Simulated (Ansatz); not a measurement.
## Electronic structure of CH4BrGe (SMILES [CH3][GeH][Br]) (doublet) in real space

```xyz
7

C    -2.2742    0.2445   -0.1516
Br    1.1757    0.1222   -0.6659
Ge   -0.5936    0.1062    0.8831
H    -2.2921    1.1844   -0.7199
H    -3.1339    0.2094    0.5343
H    -2.3233   -0.6057   -0.8499
H    -0.4997   -1.2697    1.6176
```

Geometry: B3LYP-D3(BJ)/def2-SVP.

Level of theory: isolated molecule in a Gaussian basis; Kohn-Sham density functional theory, functional PBE0 (Ansatz 0.2.0).

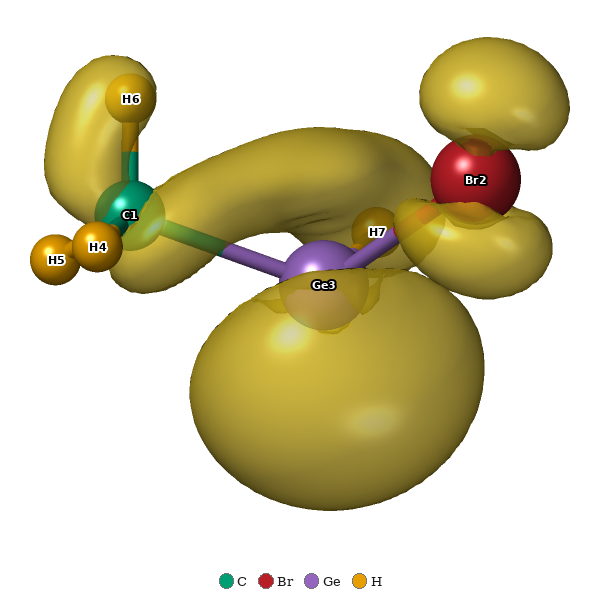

Figure 1. Isosurfaces of the spin density (α minus β) at +0.015 (yellow) and −0.015 e/Å³ (cyan), seen from one side.

Q: Where is the unpaired spin?

A: The unpaired spin (1 electron) lies mostly on Ge3 (about 0.7), Br2 (about 0.1), C1 (about 0.1) and H7 (about 0.1), in electrons by Hirshfeld's partition.

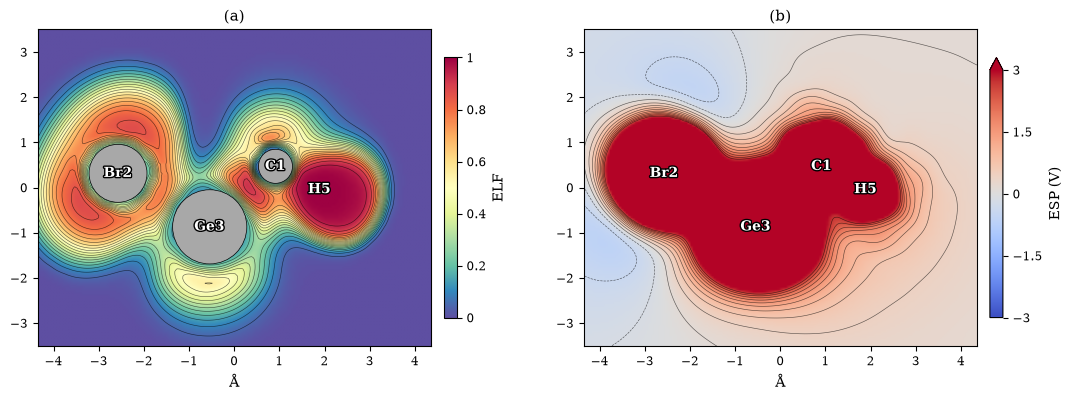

Figure 2. (a) ELF; (b) electrostatic potential on the plane of atoms Ge3, C1 and H5. Grey discs cover the atomic cores in the ELF map.

Q: Describe what can be read from this map.

A: The section cuts through C, Br, Ge and H sites.
C–Ge (1.98 Å): the ELF peaks at about 0.90 between the atoms, as expected for localised, covalent bonding.
Ge–Br (2.35 Å): the ELF peaks at about 0.80 in the valence shell of Br, 1.0 Å from its nucleus, and is about 0.75 at the midpoint.
C–H (1.10 Å): the ELF climbs to about 1 towards the hydrogen, as it does in any bond to H; a covalent bond by its length.
The ELF also peaks beside Br2, away from the bonds: non-bonding electrons, paired or unpaired.
Outside the dense part of the molecule the potential is most negative (−0.6 V) near Br2.

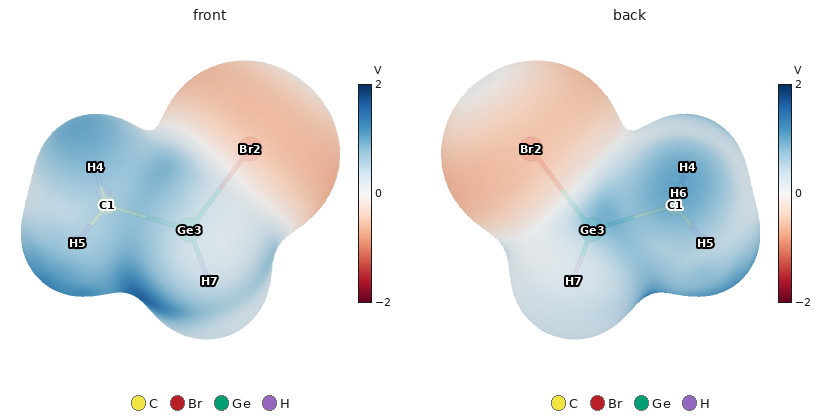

Figure 3. The molecular electrostatic potential painted on the density surface at 0.002 e/bohr³, seen from the front and from behind; red is negative and blue positive.

Q: Where is the surface potential most negative and most positive?

A: The most negative region (about −0.6 V) lies over Br2, the most positive (about +1.5 V) over Ge3.

Q: What dipole moment does the calculation give?

A: Its dipole moment is 2.47 D.
